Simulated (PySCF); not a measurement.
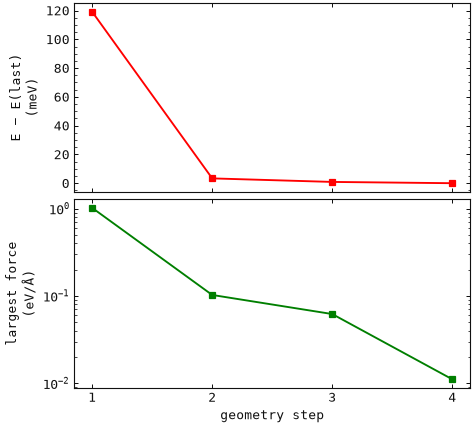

History of a geometry optimisation.

The run: trimethylgallium (SMILES [CH3][Ga]([CH3])[CH3]), by PBE0-D3(BJ)/def2-SVP, geometry optimisation (PySCF).

### How did the optimisation end?

The optimisation met its thresholds at geometry 4, counting the start as the first. The energy fell by about 120 meV from the first step to the last. The largest force goes from about 1 eV/Å at the start to 0.011 eV/Å at the end.
